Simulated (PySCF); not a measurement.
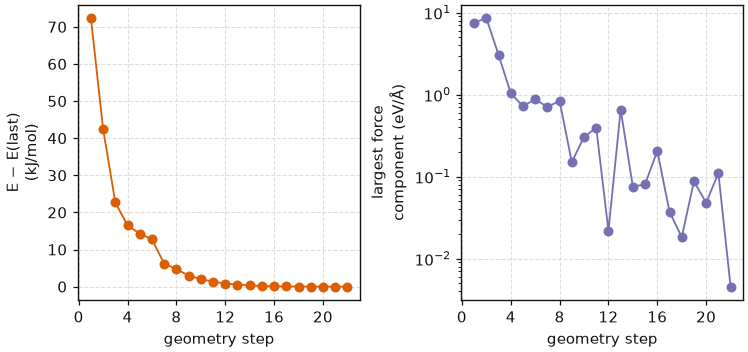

History of a geometry optimisation. KN2 molecule, multiplicity 2; PySCF 2.14.0, UKS-based PBE0, K def2-TZVP, N def2-TZVP; non-relativistic Hamiltonian; density fitting. The start has point group Cs, which is kept. A held symmetry can leave a saddle point.

The optimisation met its thresholds at geometry 22, counting the start as the first. The energy fell by about 72 kJ/mol from the first step to the last. The largest force component goes from about 7.5 eV/Å at the start to 5 × 10⁻³ eV/Å at the end.
